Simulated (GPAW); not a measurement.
# Ti K ELNES/XANES of TiHg (P4/mmm) from DFT

Aim: the near-edge shape at the Ti K edge of TiHg (P4/mmm), and what the core hole does to it.

Main program and level: GPAW 26.7.0; X-ray absorption from dipole matrix elements to empty bands, plane-wave PAW LDA, without spin-orbit coupling.

### 1. The structure

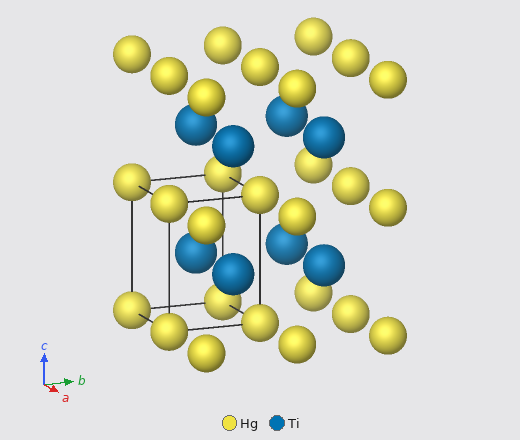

The starting structure, seen slightly off an axis (mercury yellow, titanium blue). 2×2×2 cells are drawn. Some periodic images of atoms are drawn too.

As a file:

```xyz
2
Lattice="3.0090 0.0000 0.0000 0.0000 3.0090 0.0000 0.0000 0.0000 4.0410" Properties=species:S:1:pos:R:3 pbc="T T T"
Hg    0.0000    0.0000    0.0000
Ti    1.5045    1.5045    2.0205
```

### 2. The field without a hole

The ground state comes first: it tells whether the system has a gap, which decides how the excited electron is treated.

Contents of scf.py:

```python
import numpy as np
from ase import Atoms
from ase.parallel import parprint, paropen
from gpaw import GPAW, PW, FermiDirac, Mixer, MixerDif, setup_paths
from gpaw.test import gen
setup_paths.insert(0, '.')
gen('Ti', name='nch1s', xcname='LDA', corehole=(1, 0, 0), write_xml=True)
from gpaw.mpi import world
world.barrier()

atoms = Atoms('HgTi',
    cell=[[3.009, 0, 0],
     [0, 3.009, 0],
     [0, 0, 4.041]],
    scaled_positions=[[0, 0, 0],
     [0.5, 0.5, 0.5]],
    pbc=True)
atoms.calc = calc = GPAW(legacy_gpaw=True, mode=PW(430, force_complex_dtype=True), xc='LDA', setups={1: 'nch1s'},
    kpts={'size': (8, 8, 6), 'gamma': True}, occupations=FermiDirac(0.05),
    charge=0, mixer=Mixer(0.1, 5, 50), maxiter=150,
    convergence={'density': 0.0001, 'eigenstates': 1e-6}, txt='scf.txt')
energy = atoms.get_potential_energy() + calc.get_reference_energy()
ef = calc.get_fermi_level()
out = dict(energy=energy, fermi=ef, forces=atoms.get_forces().tolist())
parprint(f'all-electron energy {energy:.4f} eV, Fermi level {ef:.4f} eV')
ev = np.array([[calc.get_eigenvalues(k, s) for k in range(len(calc.get_ibz_k_points()))] for s in range(calc.get_number_of_spins())])
out['homo'], out['lumo'], out['counts'] = ev[ev < ef].max(), ev[ev > ef].min(), sorted(set((ev < ef).sum((0, 2)).tolist()))
out['filled'] = (ev[:, 0] < ef).sum(1).tolist()
import json
with paropen('out.json', 'w') as f:
    json.dump(out, f)
```

The run is started by

```console
OMP_NUM_THREADS=1 mpirun -n 4 gpaw python scf.py
```

Numbers of over 12 decimals in the logs are rounded to 6 here.

The program printed:

```text
Input parameters:
  convergence: {density: 0.0001,
                eigenstates: 1e-06}
  kpts: {gamma: True,
         size: (8, 8, 6)}
  maxiter: 150
  mixer: {backend: pulay,
          beta: 0.1,
          method: separate,
          nmaxold: 5,
          weight: 50}
  mode: {ecut: 430.0,
         force_complex_dtype: True,
         name: pw}
  occupations: {fixmagmom: False,
                name: fermi-dirac,
                width: 0.05}
  setups: {1: nch1s}

Initialize ...

[... PAW data sets ...]

Reference energy: -556038.910132  # eV

Spin-paired calculation

[... convergence settings ...]
Symmetries present (total): 16
  [... symmetry matrices ...]

384 k-points: 8 x 8 x 6 Monkhorst-Pack grid + [1/16,1/16,1/12]
60 k-points in the irreducible part of the Brillouin zone
       k-points in crystal coordinates                weights
   0:     0.00000000    0.00000000    0.00000000          1/384
   1:     0.00000000    0.00000000    0.16666667          2/384
   2:     0.00000000    0.00000000    0.33333333          2/384
   3:     0.00000000    0.00000000    0.50000000          1/384
   4:     0.12500000    0.00000000    0.00000000          4/384
   5:     0.12500000    0.00000000    0.16666667          8/384
   6:     0.12500000    0.00000000    0.33333333          8/384
   7:     0.12500000    0.00000000    0.50000000          4/384
   8:     0.12500000    0.12500000    0.00000000          4/384
   9:     0.12500000    0.12500000    0.16666667          8/384
          ...
  59:     0.50000000    0.50000000    0.50000000          1/384

Wave functions: Plane wave expansion
  Cutoff energy: 430.000 eV
  Number of coefficients (min, max): 726, 753
  Pulay-stress correction: 0.000000 eV/Ang^3 (de/decut=0.000000)
  Using FFTW library
  Wavefunction extrapolation:
    Improved wavefunction reuse through dual PAW basis

Occupation numbers: Fermi-Dirac:
  width: 0.0500  # eV

Eigensolver
   Davidson(niter=2)

Densities:
  Coarse grid: 15*15*20 grid
  Fine grid: 30*30*40 grid
  Total Charge: 0.000000

Density mixing:
  Method: separate
  Backend: pulay
  Linear mixing parameter: 0.1
  old densities: 5
  Width of damping distribution: 1.1
  Damping of long wavelength oscillations: 50

[... Hamiltonian set-up ...]
Number of atoms: 2
Number of atomic orbitals: 25
Number of bands in calculation: 22
Number of valence electrons: 30
Bands to converge: occupied

... initialized

Initializing position-dependent things.

Density initialized from atomic densities
Creating initial wave functions:
  22 bands from LCAO basis set

Positions:
   0 Hg     0.000000    0.000000    0.000000    ( 0.0000,  0.0000,  0.0000)
   1 Ti     1.504500    1.504500    2.020500    ( 0.0000,  0.0000,  0.0000)

Unit cell:
           periodic     x           y           z      points  spacing
  1. axis:    yes    3.009000    0.000000    0.000000    15     0.2006
  2. axis:    yes    0.000000    3.009000    0.000000    15     0.2006
  3. axis:    yes    0.000000    0.000000    4.041000    20     0.2021

  Lengths:   3.009000   3.009000   4.041000
  Angles:   90.000000  90.000000  90.000000

Effective grid spacing dv^(1/3) = 0.2011

iter:   1   -10.333446
iter:   2    -9.856456   -1.52  -1.38
iter:   3    -9.480575   -1.55  -1.47
iter:   4    -9.452393   -3.17  -1.82
iter:   5    -9.623737   -1.64  -1.88
iter:   6    -9.459641   -2.02  -1.97
iter:   7    -9.450890   -2.88  -2.48
iter:   8    -9.449816c  -4.16  -2.84
iter:   9    -9.447683c  -4.04  -2.91
iter:  10    -9.447497c  -5.53  -3.30
iter:  11    -9.447428c  -5.57  -3.36
iter:  12    -9.447417c  -6.87c -3.39
iter:  13    -9.447388c  -5.78  -3.46
iter:  14    -9.447389c  -6.79c -4.60c

Converged after 14 iterations.

Dipole moment: (-0.000000, -0.000000, 0.000000) |e|*Ang

Energy contributions relative to reference atoms: (reference = -556038.910132)

Kinetic:        +15.107458
Potential:      -10.474080
External:        +0.000000
XC:             -11.986001
Entropy (-ST):   -0.023588
Local:           -2.082972
SIC:             +0.000000
--------------------------
Free energy:     -9.459183
Extrapolated:    -9.447389

Showing only first 2 kpts
 Kpt  Band  Eigenvalues  Occupancy
  0    13      8.53476    1.99976
  0    14      8.67773    1.99582
  0    15     10.22325    0.00000
  0    16     10.92288    0.00000

  1    13      7.70619    2.00000
  1    14      8.46226    1.99994
  1    15      9.92272    0.00000
  1    16     10.70736    0.00000

Fermi level: 8.98619

No gap
No difference between direct/indirect transitions

Forces in eV/Ang:
  0 Hg    0.00000   -0.00000    0.00000
  1 Ti   -0.00000    0.00000    0.00000
Scalar-relativistic atomic LDA calculation for Ti (Titanium, Z=22)
Core hole in 1s state (1s occupation: 2.0)
600 radial gridpoints.
|------------------------------------------------|
|------------------------------------------------|
[... the atom generator's iteration count ...]

Energy contributions:
-------------------------
Kinetic:     +858.169401
XC:           -40.035523
Potential:  -1669.760805
-------------------------
Total:       -851.626927

state      eigenvalue         ekin         rmax
-----------------------------------------------
1s^2.0 :  -178.412898   235.142209        0.046
2s^2.0 :   -19.674824    40.676506        0.270
2p^6.0 :   -16.315972    39.591103        0.219
3s^2.0 :    -2.287902     8.427789        0.869
3p^6.0 :    -1.425558     7.161594        0.900
3d^2.0 :    -0.164024     3.704740        0.977
4s^2.0 :    -0.168799     0.875365        2.882
4p^0.0 :    -0.056429     0.465286        3.811
-----------------------------------------------
(units: Bohr and Hartree)

Generating PAW setup
Kinetic energy of the core from tauc = 793.509929
Cutoffs:
rc(s)=2.400
rc(p)=2.000
rc(d)=2.000
rc(vbar)=1.800
rc(comp)=2.300
rc(nct)=2.400

Kinetic energy of the core states: 789.184048
Charge: 0.0
Core electrons: 10.0
Valence electrons: 12.0
Pseudo-core charge: 0.000001
Shape function alpha=1.890
Pseudo-electron charge 6.382666
state    eigenvalue         norm
--------------------------------
3s(2) :    -2.287902     0.302066
4s(2) :    -0.168799     0.990650
3p(6) :    -1.425558     0.436626
4p(0) :    -0.056429     0.981035
3d(2) :    -0.164024     0.588737
*d    :     0.835976
--------------------------------

Diagonalizing with gridspacing h=0.050

state   all-electron     PAW
-------------------------------
3s:      -2.287902    -2.288205
3p:      -1.425558    -1.426242
3d:      -0.164024    -0.164519
*f:                    0.065395
-------------------------------
all-electron energy -556048.3575 eV, Fermi level 8.9862 eV
```

Wall time 6.6 s (4 MPI ranks of Intel Xeon Platinum 8488C (Sapphire Rapids), shared host); peak memory 0.16 GiB; 25 s of CPU time.

The mesh shows no gap, so the system is treated as a metal and the core electron is put at the Fermi level (neutral cell).

### 3. Spectrum without a core hole, Ti atom 2

Without a hole the spectrum is the empty density of states of the right symmetry on the absorber, weighted by matrix elements. It needs only the small cell and serves as the baseline. The data set with a hole of occupation 0 only carries the core orbital.

The absorber has 8 Hg at 2.93 Å and 4 Ti at 3.01 Å (distorted cuboctahedral, site symmetry 4/mmm).

Contents of xas.py:

```python
import numpy as np
from ase import Atoms
from ase.parallel import parprint, paropen
from gpaw import GPAW, PW, FermiDirac, Mixer, MixerDif, setup_paths
from gpaw.test import gen
setup_paths.insert(0, '.')
gen('Ti', name='nch1s', xcname='LDA', corehole=(1, 0, 0), write_xml=True)
from gpaw.mpi import world
world.barrier()

atoms = Atoms('HgTi',
    cell=[[3.009, 0, 0],
     [0, 3.009, 0],
     [0, 0, 4.041]],
    scaled_positions=[[0, 0, 0],
     [0.5, 0.5, 0.5]],
    pbc=True)
atoms.calc = calc = GPAW(legacy_gpaw=True, mode=PW(430, force_complex_dtype=True), xc='LDA', setups={1: 'nch1s'},
    kpts={'size': (11, 11, 8), 'gamma': True}, occupations=FermiDirac(0.1),
    charge=0, mixer=Mixer(0.1, 5, 50), maxiter=150,
    convergence={'density': 0.0001, 'eigenstates': 1e-6}, txt='scf.txt')
energy = atoms.get_potential_energy() + calc.get_reference_energy()
ef = calc.get_fermi_level()
out = dict(energy=energy, fermi=ef, forces=atoms.get_forces().tolist())
parprint(f'all-electron energy {energy:.4f} eV, Fermi level {ef:.4f} eV')
ev = np.array([[calc.get_eigenvalues(k, s) for k in range(len(calc.get_ibz_k_points()))] for s in range(calc.get_number_of_spins())])
out['homo'], out['lumo'], out['counts'] = ev[ev < ef].max(), ev[ev > ef].min(), sorted(set((ev < ef).sum((0, 2)).tolist()))
out['filled'] = (ev[:, 0] < ef).sum(1).tolist()

from ase.units import Ha
from gpaw.xas import dipole_matrix_elements
nb = int(calc.get_number_of_electrons() / 2) + 30
top = nb
nscf = calc.fixed_density(kpts={'size': (9, 9, 6), 'gamma': True},
    convergence={'eigenstates': 1.0}, txt='nscf.txt')
nscf.diagonalize_full_hamiltonian(nbands=nb)
cell = atoms.cell.array
ops = [cell.T @ U.T @ np.linalg.inv(cell.T) for U in nscf.wfs.kd.symmetry.op_scc]
E = np.arange(-25, 34, 0.1)
fwhm = np.interp(E, [4, 25], [0.94, 3.5])
Y, X, zero, highest = 0, 0, 1e9, 1e9
for spin in range(nscf.get_number_of_spins()):
    wfs = nscf.wfs
    mine = wfs.bd.get_slice()  # this rank's bands
    A = dipole_matrix_elements(wfs.setups[1])
    eps = np.zeros((wfs.kd.nibzkpts, nb))
    d = np.zeros((3, A.shape[1], wfs.kd.nibzkpts, nb), complex)
    for kpt in wfs.kpt_u:
        if kpt.s == spin and 1 in kpt.P_ani:
            eps[kpt.k, mine] = kpt.eps_n * Ha
            d[:, :, kpt.k, mine] = (kpt.weight * wfs.nspins / 2) ** 0.5 * np.inner(A, kpt.P_ani[1])
    world.sum(eps)
    world.sum(d)
    T = np.einsum('amkn,bmkn->abkn', d, d.conj()).real
    T = sum(np.einsum('ai,ijkn,bj->abkn', R, T, R) for R in ops) / len(ops)
    empty = eps > ef
    zero, highest = min(zero, eps[empty].min()), min(highest, eps[:, top - 1].min())
    lines = [(eps, T, empty)] if spin == 0 else lines + [(eps, T, empty)]
for eps, T, empty in lines:
    f = np.einsum('aakn->akn', T).reshape(3, -1)
    x = eps.ravel() - zero
    w = np.interp(x, E, fwhm) / 2.35482
    g = np.exp(-0.5 * ((E[:, None] - x) / w) ** 2) / (w * (2 * np.pi) ** 0.5)
    Y = Y + (f * empty.ravel()) @ g.T
    X = X + (f * ~empty.ravel()) @ g.T
out.update(E=E.round(2).tolist(), xas=Y.tolist(), xes=X.tolist(), zero=zero, valid=highest - zero, nk=len(eps), nb=nb)
for i in range(0, len(E), 10):
    parprint(f'{E[i]:7.2f}', *(f'{v:10.3e}' for v in Y[:, i]))
import json
with paropen('out.json', 'w') as f:
    json.dump(out, f)
```

The run is started by

```console
OMP_NUM_THREADS=1 mpirun -n 4 gpaw python xas.py
```

The program printed:

```text
Input parameters:
  convergence: {density: 0.0001,
                eigenstates: 1e-06}
  kpts: {gamma: True,
         size: (11, 11, 8)}
  maxiter: 150
  mixer: {backend: pulay,
          beta: 0.1,
          method: separate,
          nmaxold: 5,
          weight: 50}
  mode: {ecut: 430.0,
         force_complex_dtype: True,
         name: pw}
  occupations: {fixmagmom: False,
                name: fermi-dirac,
[...]
*d    :     0.835976
--------------------------------

Diagonalizing with gridspacing h=0.050

state   all-electron     PAW
-------------------------------
3s:      -2.287902    -2.288205
3p:      -1.425558    -1.426242
3d:      -0.164024    -0.164519
*f:                    0.065395
-------------------------------
all-electron energy -556048.3536 eV, Fermi level 8.9917 eV
[...]
32.00  5.328e-07  5.328e-07  5.290e-07
  33.00  5.678e-07  5.678e-07  5.646e-07
[key lines of the parts left out:]
Converged after 12 iterations.
Dipole moment: (-0.000000, -0.000000, 0.000000) |e|*Ang
Free energy:     -9.485081
Fermi level: 8.99174
```

Wall time 19 s (4 MPI ranks); peak memory 0.25 GiB; 74 s of CPU time.

The Ti K spectrum, Ti atom 2, no core hole (energy from the lowest empty level; intensity scaled to a mean of 1 over the first 20 eV; polarised curves are means over the symmetry-equivalent atoms):

| E (eV) | isotropic | ε ⊥ c | ε ∥ c |
| --- | --- | --- | --- |
| -2.0 | 0.00 | 0.00 | 0.00 |
| -0.5 | 0.06 | 0.07 | 0.03 |
| 1.0 | 0.35 | 0.44 | 0.18 |
| 2.5 | 0.43 | 0.38 | 0.53 |
| 4.0 | 0.64 | 0.65 | 0.63 |
| 5.5 | 0.55 | 0.56 | 0.53 |
| 7.0 | 0.79 | 0.72 | 0.92 |
| 8.5 | 1.13 | 1.12 | 1.13 |
| 10.0 | 1.45 | 1.45 | 1.46 |
| 11.5 | 1.50 | 1.42 | 1.65 |
| 13.0 | 1.31 | 1.23 | 1.47 |
| 14.5 | 1.03 | 1.05 | 1.00 |
| 16.0 | 1.33 | 1.40 | 1.21 |
| 17.5 | 1.51 | 1.48 | 1.58 |
| 19.0 | 1.02 | 0.99 | 1.08 |
| 20.5 | 0.88 | 0.92 | 0.82 |
| 22.0 | 0.74 | 0.75 | 0.71 |
| 23.5 | 0.63 | 0.64 | 0.61 |
| 25.0 | 0.62 | 0.62 | 0.61 |
| 26.5 | 0.66 | 0.68 | 0.64 |
| 28.0 | 0.71 | 0.74 | 0.66 |
| 29.5 | 0.79 | 0.81 | 0.76 |
| 31.0 | 0.92 | 0.92 | 0.91 |

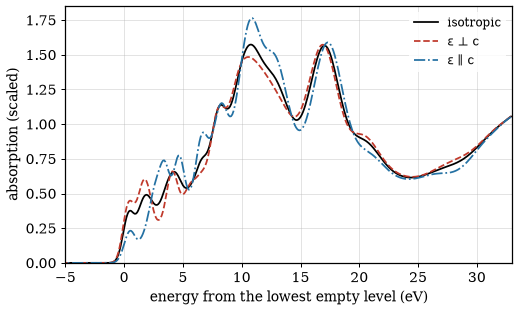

The Ti K edge, Ti atom 2, no core hole: main maxima at 8.3, 10.8 and 17.0 eV.

Main maxima below 30 eV (height): 1.9 eV (0.49), 4.2 eV (0.66), 8.3 eV (1.14), 10.8 eV (1.57) and 17.0 eV (1.57). A K edge sees empty p states. The weak features of the first eV are p character mixed into the empty d bands; the main 4p edge lies above them.

The same matrix elements for filled bands give the Ti K emission of Ti atom 2 (ground-state approximation; energy from the lowest empty level, largest value 1):

| E (eV) | emission |
| --- | --- |
| -24.0 | 0.00 |
| -22.5 | 0.00 |
| -21.0 | 0.00 |
| -19.5 | 0.00 |
| -18.0 | 0.00 |
| -16.5 | 0.00 |
| -15.0 | 0.00 |
| -13.5 | 0.00 |
| -12.0 | 0.00 |
| -10.5 | 0.00 |
| -9.0 | 0.09 |
| -7.5 | 0.66 |
| -6.0 | 0.26 |
| -4.5 | 0.21 |
| -3.0 | 0.24 |
| -1.5 | 0.84 |
| 0.0 | 0.53 |
| 1.5 | 0.00 |
| 3.0 | 0.00 |

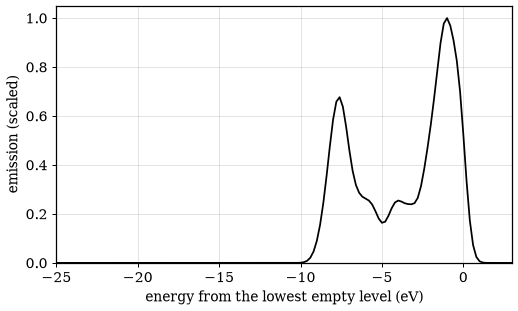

X-ray emission from the filled bands.

Emission maxima: -7.6 eV (0.68) and -1.0 eV (1.00).

### 4. Supercell without a hole, the energy reference

The photon energy needs a difference of total energies, so the cell and mesh of the coming hole run are first run without a hole.

scf.py, as its differences from that of step 2:

```diff
@@ -10,11 +10,17 @@
 
-atoms = Atoms('HgTi',
-    cell=[[3.009, 0, 0],
-     [0, 3.009, 0],
-     [0, 0, 4.041]],
+atoms = Atoms('Hg4Ti4',
+    cell=[[3.009, 3.009, 4.041],
+     [-3.009, 3.009, -4.041],
+     [-3.009, -3.009, 4.041]],
     scaled_positions=[[0, 0, 0],
-     [0.5, 0.5, 0.5]],
+     [0, 0.5, 0.5],
+     [0.5, 0, 0.5],
+     [0.5, 0.5, 0],
+     [0.5, 0, 0],
+     [0.5, 0.5, 0.5],
+     [0, 0, 0.5],
+     [0, 0.5, 0]],
     pbc=True)
-atoms.calc = calc = GPAW(legacy_gpaw=True, mode=PW(430, force_complex_dtype=True), xc='LDA', setups={1: 'nch1s'},
-    kpts={'size': (8, 8, 6), 'gamma': True}, occupations=FermiDirac(0.05),
+atoms.calc = calc = GPAW(legacy_gpaw=True, mode=PW(430, force_complex_dtype=True), xc='LDA', setups={4: 'nch1s'},
+    kpts={'size': (6, 6, 6), 'gamma': True}, occupations=FermiDirac(0.1),
     charge=0, mixer=Mixer(0.1, 5, 50), maxiter=150,
```

The run is started by

```console
OMP_NUM_THREADS=1 mpirun -n 4 gpaw python scf.py
```

The program printed:

```text
Input parameters:
  convergence: {density: 0.0001,
                eigenstates: 1e-06}
  kpts: {gamma: True,
         size: (6, 6, 6)}
  maxiter: 150
  mixer: {backend: pulay,
          beta: 0.1,
          method: separate,
          nmaxold: 5,
          weight: 50}
  mode: {ecut: 430.0,
         force_complex_dtype: True,
         name: pw}
  occupations: {fixmagmom: False,
                name: fermi-dirac,
[...]
4s(2) :    -0.168799     0.990650
3p(6) :    -1.425558     0.436626
4p(0) :    -0.056429     0.981035
3d(2) :    -0.164024     0.588737
*d    :     0.835976
--------------------------------

Diagonalizing with gridspacing h=0.050

state   all-electron     PAW
-------------------------------
3s:      -2.287902    -2.288205
3p:      -1.425558    -1.426242
3d:      -0.164024    -0.164519
*f:                    0.065395
-------------------------------
all-electron energy -2224193.3946 eV, Fermi level 8.9885 eV
[key lines of the parts left out:]
Converged after 17 iterations.
Dipole moment: (0.000000, 0.000000, -0.000000) |e|*Ang
Free energy:    -37.925939
Fermi level: 8.98850
```

Run time: 97 s. Hardware: 4 MPI ranks; peak memory 0.35 GiB.

Reference energy: -2224193.395 eV with the cores included.

(Continued in part 2 of 2.)

[Banner, clock and machine lines of the logs are left out without a mark of their own.]

[Logs are printed without paths, hosts, clocks, repeated set-up lines and the standing remarks that a program may print on its own settings, such as how far it seeks lower states.]

[Hosts, paths, dates, database ids (printed as entryN), source tags and the programs' standing remarks are cut or masked in the printed files.]

[Lists of maxima count a maximum above −3 eV only where it reaches 4 % of the highest in the window and stands out from its surroundings by 2 % of it (1.5 % where it reaches 55 %); shoulders and weaker maxima are passed over, and of the rest the first, up to two pre-edge ones and the few strongest are named.]
